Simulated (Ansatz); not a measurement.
## SiO2: O → Te

Take SiO2 (space group P3_121, No. 152; a = 4.921 Å, c = 5.417 Å) as the base.

One thing is altered: every O is replaced by Te, then cell and atoms are relaxed.

Level of theory: r2SCAN (Ansatz, an electronic-structure program; PAW; 500 eV plane waves; scalar-relativistic without spin-orbit coupling). k-mesh 6×6×4 (Γ-centred); smearing 0.05 eV (Fermi–Dirac), for the changed cell.

```tsv
quantity	base	changed	shift
volume per atom	12.62 Å³	33.39 Å³	+20.761 Å³
lattice parameter a	4.921 Å	6.587 Å	+1.666 Å
c/a ratio	1.101	1.214	+0.113
space group	P3_121 (No. 152)	P3_121 (No. 152)	–
shortest interatomic distance	1.612 Å	2.543 Å	+0.931 Å
band gap	6.60 eV	1.02 eV	-5.572 eV
gap character	indirect, K → Γ	indirect, K–Γ (40 % along) → k = (0, 0, 1/4) in the run's primitive reciprocal basis	–
smallest direct gap	6.90 eV	1.18 eV	-5.72 eV
width of the top valence band	0.58 eV	0.41 eV	-0.17 eV
electron mass	0.49 mₑ (at Γ)	0.19 mₑ along k, 0.86 mₑ across (off the special points)	–
```

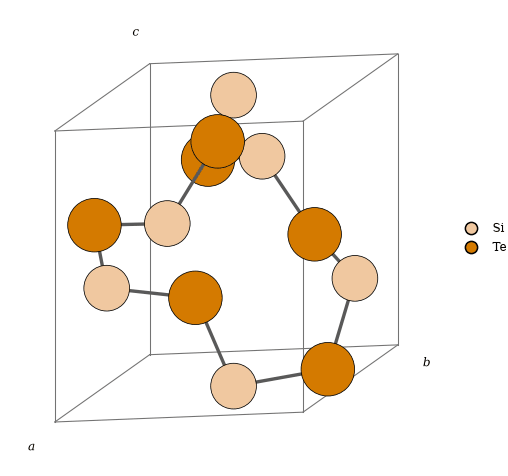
Fig. 1. The relaxed conventional cell after the change

With Te present, leaving out spin-orbit coupling can change the band edges. Effective masses come from finite differences of ±0.01 Å⁻¹. Along k means along the line from Γ to the band edge. Whether these cells are dynamically stable was not tested. As relaxed here, SiTe2 is a hypothetical phase, not in the database extracts checked.
